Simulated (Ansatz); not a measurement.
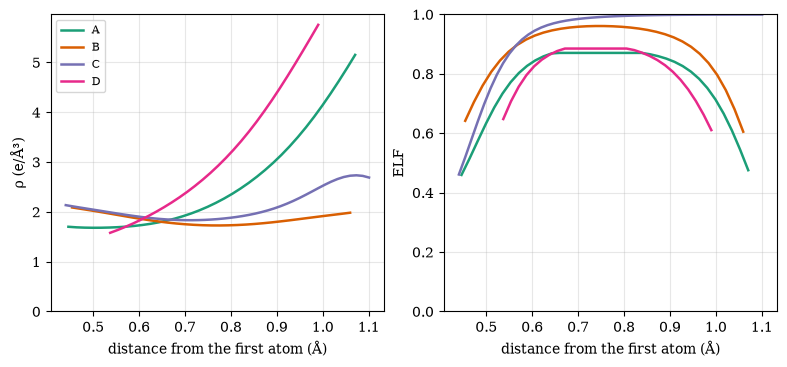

*C₂H₇BO. Total electron density and electron localisation function along straight lines between neighbouring atoms. The curves leave out the atomic cores.*

Geometry: r2SCAN-D4/def2-SVP.

Level of theory: Ansatz 0.2.0, RKS PBE0-D4/def2-TZVP.

```yaml
atoms:
  - { symbol: B, position_ang: [0.9014, 1.4758, -0.9458] }
  - { symbol: H, position_ang: [1.9977, 1.1381, -0.5423] }
  - { symbol: H, position_ang: [0.7480, 2.2596, -1.8525] }
  - { symbol: O, position_ang: [-0.2099, 0.9761, -0.3828] }
  - { symbol: C, position_ang: [-0.1783, 0.0269, 0.6823] }
  - { symbol: C, position_ang: [-0.7238, -1.3038, 0.2111] }
  - { symbol: H, position_ang: [0.8562, -0.0746, 1.0583] }
  - { symbol: H, position_ang: [-0.8003, 0.4355, 1.4964] }
  - { symbol: H, position_ang: [-0.7629, -2.0188, 1.0473] }
  - { symbol: H, position_ang: [-1.7408, -1.1841, -0.1923] }
  - { symbol: H, position_ang: [-0.0874, -1.7307, -0.5798] }
```

Which curve belongs to which contact (B–O, C–C, C–H and C–O)? The first atom named is at distance zero.

Answer. Curve A: C–O (1.43 Å): ρ is about 2 e/Å³ halfway, with its minimum of 1.7 e/Å³ about 0.5 Å from C; the ELF peaks at about 0.85 between the atoms; a polar covalent bond. Curve B: C–C (1.51 Å): ρ is about 1.7 e/Å³ halfway; the ELF peaks at about 0.95 between the atoms (localised, covalent bonding). Curve C: C–H (1.10 Å): ρ at the midpoint is about 2 e/Å³; the ELF climbs to about 1 towards the hydrogen, as it does in any bond to H: a covalent bond by its length. Curve D: B–O (1.34 Å): the density is about 2.2 e/Å³ at the midpoint; the ELF peaks at about 0.90 between the atoms (a polar covalent bond).
